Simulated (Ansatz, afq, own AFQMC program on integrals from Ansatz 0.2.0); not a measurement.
# NHS+ (doublet): quantum Monte Carlo beside coupled cluster, cc-pVDZ, part 2 of 2

Ansatz 0.2.0, Gaussian basis, and an in-house AFQMC program (afq) on its integrals; all values are calculated; cc-pVDZ, frozen cores.

## (13) Free-projection AFQMC, CISD trial on UHF

It reads the integrals that the CCSD(T) run on this determinant wrote.

Command:

```sh
$ afq ham --method free --trial cisd --walkers 60 --time-step 0.03 --max-blocks 80 --target-error 0.0004 --factor-cut 1e-05 --seed 5788 --times 0,0.21,0.42,0.81,1.2,1.8,2.4,3 --taylor-order 8
```

What it wrote:

```text
orbitals 31  electrons 6 5  factors 235 of 374
reference energy -452.19043238 Eh
CCSD correlation -0.29000302 Eh in 16 cycles, weight of the determinant in the CISD state 0.7234
repeat  energy at the last time / Eh  error
    10  -452.495448  0.004667
    20  -452.500837  0.003190
    30  -452.499660  0.002513
    40  -452.497466  0.002077
    50  -452.495484  0.001890
    60  -452.495177  0.001702
    70  -452.494659  0.001583
    80  -452.494129  0.001492
time / (1/Eh)  energy / Eh  error  mean overlap
  0.00  -452.479678  0.000469  1.3797
  0.21  -452.487217  0.000541  1.3782
  0.42  -452.490754  0.000718  1.3860
  0.81  -452.493069  0.000754  1.4005
  1.20  -452.495269  0.000811  1.4050
  1.80  -452.496012  0.001172  1.4326
  2.40  -452.496290  0.001352  1.4681
  3.00  -452.494129  0.001492  1.5181
energy -452.494129 +/- 0.001492 Eh
```

Wall time 2.2 min (1 thread of Arm Neoverse V2, shared host); peak memory 0.28 GiB.

Energy -12312.9925 ± 0.0406 eV. The run doesn't count as converged. Caveats: remainder of the start not in the error; start is not spin pure; error above the target.

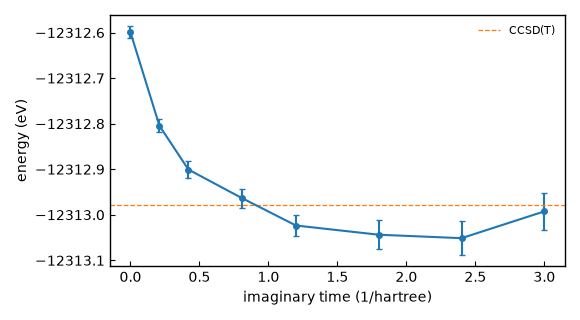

Energy against projection time, with error bars.

## (14) CCSD(T) on ROHF

Input file in.yaml:

```yaml
crystal:
  periodic: [false, false, false]
  atoms:
    - {symbol: N, position_ang: [0.000000, -0.127563, 1.043850]}
    - {symbol: S, position_ang: [0.000000, 0.030547, -0.502691]}
    - {symbol: H, position_ang: [0.000000, 0.800886, 1.486090]}
basis:
  gaussian: {orbitals: cc-pVDZ}
total_charge: 1
magnetization: {spin_polarized: false, initial_magnetization: 1}
correlation: {method: ccsd_t, electrons: outside_noble_gas, hamiltonian_folder: ham}
```

Command:

```sh
$ ansatz run in.yaml --threads 1 --pin off --events-out ev --progress --plain --max-ram 1843MiB
```

What it wrote (excerpt; [...] marks lines left out):

```text
Functional definition: HF
  name "HF"
  cite "Fock, Z. Phys. 61, 126 (1930) doi:10.1007/BF01340294"
  parent pbe
[...]
374 factors; integrals over basis functions are off by at most 1.1e-3 eV
[...]
mean field -12304.15563996 eV, -452.1693797122 hartree, gradient 1.7e-6 eV, S^2 0.750000; 8 other end points of the search recorded, 0 dependent functions left out
[...]
determinant -12304.15563996 eV, -452.1693797122 hartree, with singles and doubles -12312.63310977 eV, -452.4809209816 hartree
determinant -12302.79367439 eV, -452.1193284007 hartree, with singles and doubles -12311.26016927 eV, -452.4304663488 hartree
determinant -12300.98755887 eV, -452.0529548797 hartree, with singles and doubles -12308.39134921 eV, -452.3250391561 hartree
unrestricted determinant -12304.72851228 eV, -452.1904323817 hartree, S^2 1.2800
6 core orbitals not correlated: weight in the atoms' cores, before any rotation towards them, 1.000 or more for the frozen orbitals, at most 0.000 for the correlated occupied ones
reference -12304.15563996 eV, -452.1693797122 hartree; 6, 5 occupied and 25, 26 virtual orbitals, 374 factors
second order -7.77214413 eV of doubles, -0.08635348 eV of singles
cycle   1  -8.47593940 eV  change    1.5e-3 eV  update   2.8e-3
[...]
cycle   8  -8.47832174 eV  change    1.4e-5 eV  update   1.2e-5
perturbative correction -0.39488558 eV, -0.0145117775 hartree
Total energy: -12313.02884728 eV, -452.4954640669 hartree
```

Wall time 2.2 s (1 thread of Arm Neoverse V2, shared host); peak memory 0.28 GiB.

From the report: correlation -8.8732 eV; T1 0.048; largest double amplitude 0.17.

This run also writes the integrals to the folder ham.

## (15) CCSDT(Q) on ROHF

Changes to in.yaml since step 14:

```diff
@@ -10,2 +10,2 @@
 magnetization: {spin_polarized: false, initial_magnetization: 1}
-correlation: {method: ccsd_t, electrons: outside_noble_gas, hamiltonian_folder: ham}
+correlation: {method: ccsdt_q, electrons: outside_noble_gas}
```

Launched as before.

What it wrote (excerpt; [...] marks lines left out):

```text
Functional definition: HF
  name "HF"
  cite "Fock, Z. Phys. 61, 126 (1930) doi:10.1007/BF01340294"
  parent pbe
[...]
698 factors; integrals over basis functions are off by at most 2.4e-7 eV
[...]
mean field -12304.15571797 eV, -452.1693825791 hartree, gradient 1.7e-6 eV, S^2 0.750000; 8 other end points of the search recorded, 0 dependent functions left out
[...]
determinant -12304.15571797 eV, -452.1693825791 hartree, with singles and doubles -12312.63318104 eV, -452.4809236006 hartree
determinant -12302.79375498 eV, -452.1193313623 hartree, with singles and doubles -12311.26024870 eV, -452.4304692677 hartree
determinant -12300.98762888 eV, -452.0529574525 hartree, with singles and doubles -12308.39143110 eV, -452.3250421657 hartree
unrestricted determinant -12304.72859699 eV, -452.1904354947 hartree, S^2 1.2801
6 core orbitals not correlated: weight in the atoms' cores, before any rotation towards them, 1.000 or more for the frozen orbitals, at most 0.000 for the correlated occupied ones
reference -12304.15571797 eV, -452.1693825791 hartree; 6, 5 occupied and 25, 26 virtual orbitals, 698 factors
second order -7.77215672 eV of doubles, -0.08635418 eV of singles
cycle   1  -7.91054904 eV  change   -5.0e-2 eV  update   1.3e-1
[...]
cycle  19  -8.88692249 eV  change    4.5e-7 eV  update   5.2e-7
perturbative correction -0.05441831 eV, -0.0019998360 hartree
Total energy: -12313.09705877 eV, -452.4979707928 hartree
```

It took 15 s on 1 thread of Arm Neoverse V2, shared host; peak memory 0.31 GiB.

From the report: correlation -8.9413 eV; T1 0.048; largest double amplitude 0.19.

## (16) Phaseless AFQMC, CISD trial on ROHF

It reads the integrals that the CCSD(T) run on this determinant wrote.

Command:

```sh
$ afq ham --method phaseless --trial cisd --walkers 60 --populations 1 --least-time 40 --time-step 0.005 --steps-per-block 50 --equilibration-blocks 28 --max-blocks 300 --target-error 0.0004 --factor-cut 1e-05 --start spin_pure --seed 4658 --release-times 0.24,0.51,0.99,1.62,2.4 --release-step 0.03 --release-every 4 --taylor-order 6
```

What it wrote:

```text
orbitals 31  electrons 6 5  factors 235 of 374
reference energy -452.16937971 Eh
CCSD correlation -0.31157251 Eh in 16 cycles, weight of the determinant in the CISD state 0.8256
energy of the start -452.480952 Eh
 block  time / (1/Eh)  mean weight  energy / Eh
     1     0.250  0.9989  -452.476983
     2     0.500  0.9980  -452.480919
     3     0.750  0.9967  -452.486396
     4     1.000  1.0017  -452.487754
     5     1.250  1.0001  -452.490758
     6     1.500  1.0004  -452.492924
     7     1.750  1.0000  -452.486982
     8     2.000  1.0017  -452.492562
     9     2.250  0.9989  -452.489485
    10     2.500  0.9984  -452.482260
    17     4.250  0.9998  -452.492135
    25     6.250  1.0012  -452.509305
    33     8.250  0.9985  -452.492105
    41    10.250  1.0018  -452.504709
    49    12.250  0.9992  -452.511135
    57    14.250  1.0008  -452.496564
    65    16.250  1.0009  -452.496764
    73    18.250  0.9980  -452.487811
    81    20.250  1.0018  -452.496477
    89    22.250  0.9999  -452.498407
    97    24.250  0.9997  -452.502510
   105    26.250  1.0001  -452.494200
   113    28.250  0.9990  -452.515722
   121    30.250  1.0019  -452.495013
   129    32.250  0.9989  -452.502376
   137    34.250  0.9979  -452.499254
   145    36.250  0.9965  -452.495430
   153    38.250  1.0028  -452.493568
   161    40.250  1.0020  -452.495603
   169    42.250  1.0002  -452.495126
   177    44.250  0.9989  -452.485198
   185    46.250  1.0002  -452.497190
   193    48.250  0.9991  -452.489423
   201    50.250  1.0026  -452.499877
   209    52.250  1.0011  -452.494011
   217    54.250  0.9993  -452.500898
   225    56.250  0.9994  -452.516242
   233    58.250  1.0010  -452.498833
   241    60.250  0.9996  -452.500281
   249    62.250  1.0014  -452.502940
   257    64.250  1.0009  -452.508611
   265    66.250  0.9995  -452.495987
   273    68.250  1.0025  -452.515019
   281    70.250  0.9978  -452.518599
   289    72.250  1.0000  -452.495152
   297    74.250  0.9994  -452.491382
   305    76.250  1.0000  -452.490572
   313    78.250  0.9992  -452.492424
   321    80.250  0.9979  -452.497341
blocks merged  error / Eh  count
     1  0.001024  300
     2  0.001178  150
     4  0.001478  75
     8  0.001927  37
    16  0.001898  18
    32  0.001859  9
released: time / (1/Eh)  energy / Eh  error  mean overlap
  0.24  -452.499652  0.001550  0.9916
  0.51  -452.497590  0.001119  0.9956
  0.99  -452.497749  0.001020  0.9912
  1.62  -452.499182  0.001216  0.9878
  2.40  -452.499714  0.001291  0.9707
energy -452.499132 +/- 0.001927 Eh
```

It took 4.2 min on 1 thread of Arm Neoverse V2, shared host; peak memory 0.28 GiB.

Energy -12313.1287 ± 0.0524 eV. The run doesn't count as converged. Caveats: constraint bias not in the error; error above the target.

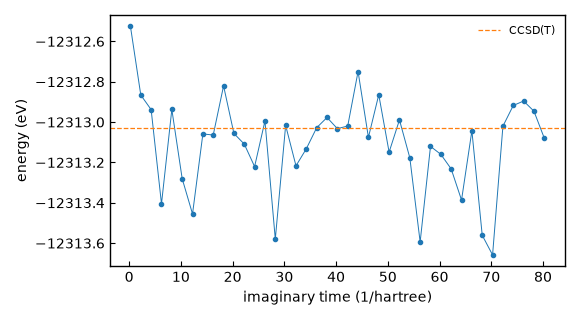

Block energies along the walk.

## (17) Phaseless AFQMC, single-determinant trial on ROHF

It reads the integrals that the CCSD(T) run on this determinant wrote.

Command:

```sh
$ afq ham --method phaseless --trial hf --walkers 120 --populations 1 --least-time 40 --time-step 0.005 --steps-per-block 20 --equilibration-blocks 112 --max-blocks 600 --target-error 0.0012000000000000001 --factor-cut 1e-05 --start spin_pure --seed 1219 --taylor-order 6
```

What it wrote:

```text
orbitals 31  electrons 6 5  factors 235 of 374
reference energy -452.16937971 Eh
CCSD correlation -0.31157251 Eh in 16 cycles, weight of the determinant in the CISD state 0.8256
energy of the start -452.169380 Eh
 block  time / (1/Eh)  mean weight  energy / Eh
     1     0.100  1.0024  -452.234933
     2     0.200  1.0016  -452.291469
     3     0.300  0.9999  -452.336929
     4     0.400  1.0014  -452.359322
     5     0.500  1.0004  -452.380537
     6     0.600  1.0005  -452.399738
     7     0.700  1.0018  -452.425059
     8     0.800  1.0001  -452.440163
     9     0.900  1.0018  -452.416508
    10     1.000  1.0013  -452.438099
    18     1.800  1.0006  -452.501432
    35     3.500  1.0006  -452.473442
    52     5.200  1.0002  -452.471694
    69     6.900  0.9982  -452.516143
    86     8.600  1.0002  -452.481490
   103    10.300  0.9990  -452.512509
   120    12.000  1.0001  -452.452417
   137    13.700  0.9987  -452.494393
   154    15.400  1.0000  -452.449619
   171    17.100  1.0028  -452.502630
   188    18.800  0.9995  -452.503133
   205    20.500  0.9992  -452.473727
   222    22.200  0.9979  -452.506592
   239    23.900  0.9992  -452.480664
   256    25.600  0.9999  -452.506254
   273    27.300  1.0002  -452.489471
   290    29.000  0.9996  -452.507043
   307    30.700  0.9988  -452.554516
   324    32.400  1.0008  -452.485835
   341    34.100  1.0003  -452.443469
   358    35.800  0.9975  -452.514479
   375    37.500  1.0043  -452.507070
   392    39.200  0.9966  -452.477236
   409    40.900  0.9996  -452.495818
   426    42.600  0.9993  -452.470189
   443    44.300  1.0002  -452.522050
   460    46.000  1.0011  -452.487345
   477    47.700  1.0016  -452.544005
   494    49.400  0.9993  -452.506374
   511    51.100  0.9993  -452.468355
   528    52.800  1.0008  -452.500454
   545    54.500  1.0014  -452.523380
   562    56.200  0.9999  -452.512399
   579    57.900  0.9967  -452.472271
   596    59.600  1.0015  -452.511084
   613    61.300  0.9975  -452.466151
   630    63.000  1.0005  -452.459316
   647    64.700  0.9990  -452.499579
   664    66.400  1.0004  -452.565222
   681    68.100  1.0020  -452.488743
   698    69.800  1.0024  -452.466861
blocks merged  error / Eh  count
     1  0.001278  600
     2  0.001686  300
     4  0.002202  150
     8  0.002803  75
    16  0.003340  37
    32  0.003275  18
    64  0.002708  9
energy -452.494249 +/- 0.003340 Eh
```

Run time: 2.8 min. Hardware: 1 thread of Arm Neoverse V2, shared host; peak memory 0.28 GiB.

Energy -12312.9958 ± 0.0909 eV. Caveats: constraint bias not in the error; error above the target.

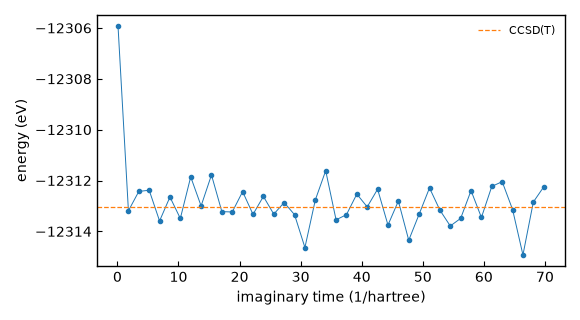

Block energies along the walk.

## (18) Free-projection AFQMC, CISD trial on ROHF

It reads the integrals that the CCSD(T) run on this determinant wrote.

Command:

```sh
$ afq ham --method free --trial cisd --walkers 60 --time-step 0.03 --max-blocks 80 --target-error 0.0004 --factor-cut 1e-05 --seed 5788 --times 0,0.21,0.42,0.81,1.2,1.8,2.4,3 --taylor-order 8
```

What it wrote:

```text
orbitals 31  electrons 6 5  factors 235 of 374
reference energy -452.16937971 Eh
CCSD correlation -0.31157251 Eh in 16 cycles, weight of the determinant in the CISD state 0.8256
repeat  energy at the last time / Eh  error
    10  -452.493707  0.003364
    20  -452.495889  0.001875
    30  -452.495657  0.001438
    40  -452.494629  0.001449
    50  -452.494232  0.001202
    60  -452.495078  0.001213
    70  -452.495597  0.001119
    80  -452.496163  0.001054
time / (1/Eh)  energy / Eh  error  mean overlap
  0.00  -452.480235  0.000329  1.2092
  0.21  -452.488333  0.000413  1.2135
  0.42  -452.491789  0.000493  1.2176
  0.81  -452.494562  0.000640  1.2305
  1.20  -452.496246  0.000596  1.2354
  1.80  -452.497392  0.000795  1.2485
  2.40  -452.496780  0.000857  1.2857
  3.00  -452.496163  0.001054  1.3209
energy -452.496163 +/- 0.001054 Eh
```

Run time: 2.3 min. Hardware: 1 thread of Arm Neoverse V2, shared host; peak memory 0.28 GiB.

Energy -12313.0479 ± 0.0287 eV. Caveats: remainder of the start not in the error; error above the target.

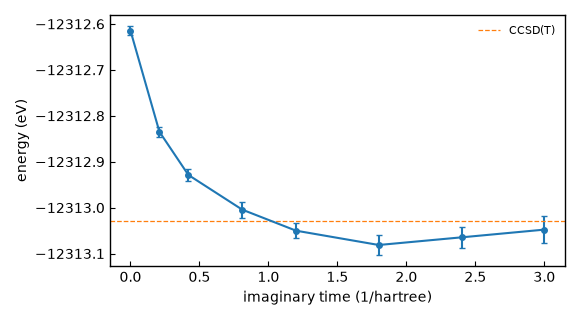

Energy against projection time, with error bars.

## (19) All levels side by side

On the UHF determinant, counted from CCSDT(Q) (a yardstick, not exact):

| level | energy (eV) | from CCSDT(Q) (kcal/mol) | statistical error (kcal/mol) | time |
| --- | --- | --- | --- | --- |
| HF | -12304.7285 | +193.08 |  |  |
| MP2 | -12311.2683 | +42.27 |  |  |
| CCSD | -12312.6199 | +11.10 |  |  |
| CCSD(T) | -12312.9789 | +2.82 |  |  |
| CCSDT(Q) | -12313.1012 | 0.00 |  |  |
| Phaseless AFQMC, single-determinant trial, step 0.005, 120 walkers | -12313.0914 | +0.23 | 1.45 | 2.8 min |

On the ROHF determinant, counted from CCSDT(Q) (a yardstick, not exact):

| level | energy (eV) | from CCSDT(Q) (kcal/mol) | statistical error (kcal/mol) | time |
| --- | --- | --- | --- | --- |
| HF | -12304.1556 | +206.19 |  |  |
| MP2 | -12312.0141 | +24.97 |  |  |
| CCSD | -12312.6340 | +10.68 |  |  |
| CCSD(T) | -12313.0288 | +1.57 |  |  |
| CCSDT(Q) | -12313.0971 | 0.00 |  |  |
| Phaseless AFQMC, single-determinant trial, step 0.005, 120 walkers | -12312.9958 | +2.34 | 2.10 | 2.8 min |
| Free-projection AFQMC, CISD trial, step 0.03, 60 walkers | -12313.0479 | +1.13 | 0.66 | 2.3 min |

The functionals' totals stand on their own zeros and serve differences with other points: PBE -12324.354 eV; r2SCAN -12328.904 eV; PBE0 -12324.893 eV; B3LYP -12330.910 eV; wB97M-V -12329.373 eV; B2PLYP -12325.410 eV.

## (20) Outcome

The summary covers parts 1 to 2.

| quantity | value |
| --- | --- |
| CCSD(T) on UHF from CCSDT(Q) | +2.82 kcal/mol |
| Phaseless AFQMC, single-determinant trial on UHF from CCSDT(Q) | +0.23 ± 1.45 kcal/mol |
| CCSD(T) on ROHF from CCSDT(Q) | +1.57 kcal/mol |
| Phaseless AFQMC, single-determinant trial on ROHF from CCSDT(Q) | +2.34 ± 2.10 kcal/mol |
| Free-projection AFQMC, CISD trial on ROHF from CCSDT(Q) | +1.13 ± 0.66 kcal/mol |

**Reading.** Free projection has no constraint; at the last time it gives +1.13 ± 0.66 kcal/mol. Error bars are statistical and leave out the constraint, the time step and what remains of the start.
